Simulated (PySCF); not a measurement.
**One shape, several levels: C3H7N (cyclopropylamine)**

We compute a comparison of 4 runs (HF/STO-3G, BHLYP/6-31G*, CAM-B3LYP/6-31G*, SCS-MP2/6-31G*) of C3H7N (cyclopropylamine). 

The results are computed with PySCF 2.14.0.

1 further run of the same task is left out (set aside as unsound or not needed).

## (1) The system as given

The species is C3H7N (11 atoms), meant as a singlet with charge 0. As SMILES, `NC1CC1`. The shape is that of a PBE0-D4/def2-TZVP optimisation. This is one conformer, not always the lowest.

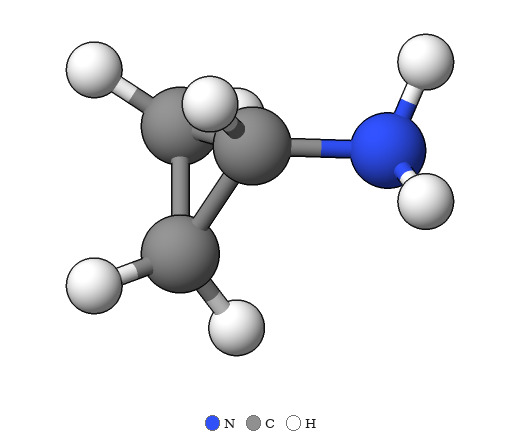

The structure, seen from a chosen angle (nitrogen blue, carbon grey, hydrogen white).

## (2) The energy at HF/STO-3G (run 1)

Input file start.xyz:

```xyz
11
C3H7N
N     -1.141310     0.922600    -0.439310
C      0.163770     0.489760    -0.037670
C      0.230400    -0.635790     0.944540
C      0.595180    -0.868230    -0.491310
H     -1.116440     1.351080    -1.356220
H     -1.514170     1.604590     0.209390
H      0.954840     1.235920     0.042510
H      1.020850    -0.627310     1.684370
H     -0.717670    -1.033510     1.283450
H      1.637360    -1.020160    -0.742340
H     -0.112810    -1.418930    -1.097410
```

Input file run.py:

```python
# NC1CC1
from pyscf import gto, scf

system = gto.M(
    atom='start.xyz',
    spin=0,
    verbose=4,
    charge=0,
    basis='sto-3g',
    max_memory=1860,
)

hf = scf.RHF(system)
hf.conv_tol = 1e-10
hf.kernel()
if not hf.converged:
    hf = hf.newton().run(hf.mo_coeff, hf.mo_occ)

energy = hf.e_tot
print('Final energy', energy)
```

On the command line:

```console
$ OMP_NUM_THREADS=1 python run.py
```

Standard output:

```text
PySCF version 2.14.0

[INPUT] num. atoms = 11
[INPUT] num. electrons = 32
[INPUT] charge = 0
[INPUT] spin (= nelec alpha-beta = 2S) = 0
[INPUT] symmetry False subgroup None
[INPUT] Mole.unit = angstrom
[INPUT] Symbol           X                Y                Z      unit          X                Y                Z       unit  Magmom
[INPUT]  1 N     -1.141310000000   0.922600000000  -0.439310000000 AA   -2.156763323227   1.743461322524  -0.830175583783 Bohr   0.0
[INPUT]  2 C      0.163770000000   0.489760000000  -0.037670000000 AA    0.309480447420   0.925512266767  -0.071185983112 Bohr   0.0
[INPUT]  3 C      0.230400000000  -0.635790000000   0.944540000000 AA    0.435392899100  -1.201468972737   1.784921913697 Bohr   0.0
[INPUT]  4 C      0.595180000000  -0.868230000000  -0.491310000000 AA    1.124727194819  -1.640716913131  -0.928441342260 Bohr   0.0
[INPUT]  5 H     -1.116440000000   1.351080000000  -1.356220000000 AA   -2.109765834509   2.553171172377  -2.562884364658 Bohr   0.0
[INPUT]  6 H     -1.514170000000   1.604590000000   0.209390000000 AA   -2.861366606033   3.032235642216   0.395689753223 Bohr   0.0
[INPUT]  7 H      0.954840000000   1.235920000000   0.042510000000 AA    1.804386092780   2.335550311872   0.080332257555 Bohr   0.0
[INPUT]  8 H      1.020850000000  -0.627310000000   1.684370000000 AA    1.929126914262  -1.185444095201   3.182997992434 Bohr   0.0
[INPUT]  9 H     -0.717670000000  -1.033510000000   1.283450000000 AA   -1.356199747817  -1.953050846999   2.425368994573 Bohr   0.0
[INPUT] 10 H      1.637360000000  -1.020160000000  -0.742340000000 AA    3.094161967318  -1.927823003236  -1.402819291310 Bohr   0.0
[INPUT] 11 H     -0.112810000000  -1.418930000000  -1.097410000000 AA   -0.213180004112  -2.681389089929  -2.073804346359 Bohr   0.0

nuclear repulsion = 125.756685663622
number of shells = 19
number of NR pGTOs = 81
number of NR cGTOs = 27
basis = sto-3g
ecp = {}

******** <class 'pyscf.scf.hf.RHF'> ********
method = RHF
initial guess = minao
damping factor = 0
level_shift factor = 0
DIIS = <class 'pyscf.scf.diis.CDIIS'>
diis_start_cycle = 1
diis_space = 8
diis_damp = 0
SCF conv_tol = 1e-10
SCF conv_tol_grad = None
SCF max_cycles = 50
direct_scf = True
direct_scf_tol = 1e-13
Set gradient conv threshold to 1e-05
Initial guess from minao.
init E= -170.980218987547
  HOMO = -0.209573900570206  LUMO = 0.385997354963567  gap/eV = 16.20632
cycle= 1 E= -169.944512581559  delta_E= 1.04  |g|= 0.29  |ddm|=    4
  HOMO = -0.266888955825817  LUMO = 0.493784529708664  gap/eV = 20.69898
cycle= 2 E= -169.975178158469  delta_E= -0.0307  |g|= 0.0679  |ddm|= 0.47
  HOMO = -0.322034426895165  LUMO = 0.491683588976243  gap/eV = 22.14240
cycle= 3 E= -169.976975928621  delta_E= -0.0018  |g|= 0.0177  |ddm|= 0.118
  HOMO = -0.318660609519095  LUMO = 0.491018355871087  gap/eV = 22.03249
cycle= 4 E= -169.977135263698  delta_E= -0.000159  |g|= 0.00247  |ddm|= 0.0432
  HOMO = -0.317875640609884  LUMO = 0.491841606977279  gap/eV = 22.03353
cycle= 5 E= -169.977138784824  delta_E= -3.52e-06  |g|= 0.000817  |ddm|= 0.0064
  HOMO = -0.318109917522196  LUMO = 0.491813495188123  gap/eV = 22.03914
cycle= 6 E= -169.977139282546  delta_E= -4.98e-07  |g|= 9.48e-05  |ddm|= 0.00322
  HOMO = -0.318117882336195  LUMO = 0.491762079503314  gap/eV = 22.03796
cycle= 7 E= -169.977139287968  delta_E= -5.42e-09  |g|= 1.67e-05  |ddm|= 0.00031
  HOMO = -0.318116255493361  LUMO = 0.4917693684298  gap/eV = 22.03811
cycle= 8 E= -169.977139288133  delta_E= -1.65e-10  |g|= 1.99e-06  |ddm|= 4.88e-05
  HOMO = -0.31811620383024  LUMO = 0.491768768000185  gap/eV = 22.03809
cycle= 9 E= -169.977139288135  delta_E= -2.05e-12  |g|= 3.76e-07  |ddm|= 5.19e-06
  HOMO = -0.318116196511518  LUMO = 0.491768758448062  gap/eV = 22.03809
Extra cycle  E= -169.977139288135  delta_E= 1.14e-13  |g|= 1.47e-07  |ddm|= 7.6e-07
converged SCF energy = -169.977139288135
Final energy -169.97713928813505
```

It took 0.68 s on 1 thread of Arm Neoverse V1, shared host; peak memory 0.099 GiB.

## (3) The energy at BHLYP/6-31G(d) (spherical functions) (run 2)

Input file run.py:

```python
from pyscf import gto, dft

molecule = gto.M(
    atom='''
N     -1.141310     0.922600    -0.439310
C      0.163770     0.489760    -0.037670
C      0.230400    -0.635790     0.944540
C      0.595180    -0.868230    -0.491310
H     -1.116440     1.351080    -1.356220
H     -1.514170     1.604590     0.209390
H      0.954840     1.235920     0.042510
H      1.020850    -0.627310     1.684370
H     -0.717670    -1.033510     1.283450
H      1.637360    -1.020160    -0.742340
H     -0.112810    -1.418930    -1.097410
''',
    basis='6-31g*',
    charge=0,
    verbose=4,
    max_memory=1860,
)

mf = dft.RKS(molecule, xc='bhandhlyp')
mf.grids.level = 5
mf.conv_tol = 1e-10
mf.kernel()
if not mf.converged:
    mf = mf.newton().run(mf.mo_coeff, mf.mo_occ)

e_tot = mf.e_tot
print('E = %.10f Eh' % e_tot)
```

On the command line:

```console
$ OMP_NUM_THREADS=1 python run.py
```

Standard output:

```text
PySCF version 2.14.0

[... 79 lines left out ...]
converged SCF energy = -173.125363078413
E = -173.1253630784 Eh
```

Run time: 16 s. Hardware: 1 thread of Arm Neoverse V1, shared host; peak memory 0.36 GiB.

Run 3 isn't shown in full; the table further down has it.

## (4) The energy at SCS-MP2/6-31G(d) (spherical functions) (run 4)

Input file input.py:

```python
# NC1CC1
from pyscf import gto, mp

mol = gto.M(
    atom='''
N     -2.156763     1.743461    -0.830176
C      0.309480     0.925512    -0.071186
C      0.435393    -1.201469     1.784922
C      1.124727    -1.640717    -0.928441
H     -2.109766     2.553171    -2.562884
H     -2.861367     3.032236     0.395690
H      1.804386     2.335550     0.080332
H      1.929127    -1.185444     3.182998
H     -1.356200    -1.953051     2.425369
H      3.094162    -1.927823    -1.402819
H     -0.213180    -2.681389    -2.073804
''',
    spin=0,
    unit='bohr',
    max_memory=1860,
    basis='6-31g*',
    verbose=4,
)

myscf = mol.RHF()
myscf.conv_tol = 1e-10
myscf.kernel()
if not myscf.converged:
    myscf = myscf.newton().run(myscf.mo_coeff, myscf.mo_occ)

pt = mp.MP2(myscf, frozen=4).run()
etot = myscf.e_tot + 1.2 * pt.e_corr_os + pt.e_corr_ss / 3
print('E(%s) = %.9f' % ('SCS-MP2', etot))
```

On the command line:

```console
$ OMP_NUM_THREADS=1 python input.py
```

Standard output:

```text
PySCF version 2.14.0

[... 65 lines left out ...]
converged SCF energy = -172.080967722224
[... 1 line left out ...]
******** <class 'pyscf.mp.mp2.RMP2'> ********
nocc = 12, nmo = 66
frozen orbitals 4
E(RMP2) = -172.62829634105  E_corr = -0.547328618826118
E(SCS-RMP2) = -172.620441400445  E_corr = -0.539473678220813
E_corr(same-spin) = -0.13536999735061
E_corr(oppo-spin) = -0.411958621475508
E(SCS-MP2) = -172.620441400
```

Run time: 1.5 s. Hardware: 1 thread of Arm Neoverse V1, shared host; peak memory 0.15 GiB.

## (5) All runs side by side

```csv
run,level,integration grid,frozen core orbitals,energy (Eh),dipole moment (D) of the reference,HOMO energy (eV),LUMO energy (eV),wall time
1,HF/STO-3G,–,–,-169.977139,1.34,-8.66,13.38,0.68 s
2,BHLYP/6-31G* (spherical functions),5,–,-173.125363,1.36,-7.98,3.80,16 s
3,CAM-B3LYP/6-31G* (spherical functions),5,–,-173.136732,1.35,-7.96,3.92,23 s
4,SCS-MP2/6-31G* (spherical functions),–,4,-172.620441,1.41,-10.26,6.44,1.5 s
```

## (6) Outcome

| quantity | value |
| --- | --- |
| run 4: total energy | -172.62044 Eh |
| run 4: dipole moment (Hartree–Fock density) | 1.41 D |
| run 4: HOMO energy (Hartree–Fock orbitals) | -10.26 eV |
| run 4: LUMO energy (Hartree–Fock orbitals) | 6.44 eV |
| run 4: HOMO–LUMO gap (Hartree–Fock orbitals) | 16.70 eV |
| run 4: correlation energy (4 core orbitals frozen) | -539.5 mEh |

**Reading.** Over runs 1, 2, 3 the dipole moment (its size) runs from 1.34 D (HF/STO-3G) to 1.36 D (BHLYP/6-31G*). The two ends differ in method and basis. Over runs 1, 2, 3 the HOMO–LUMO gap runs from 11.78 eV (BHLYP/6-31G*) to 22.04 eV (HF/STO-3G). Totals of different functionals can't be ranked against each other. In run 1 the basis is minimal, so the values are rough. All runs together took 41 s, the longest 23 s.
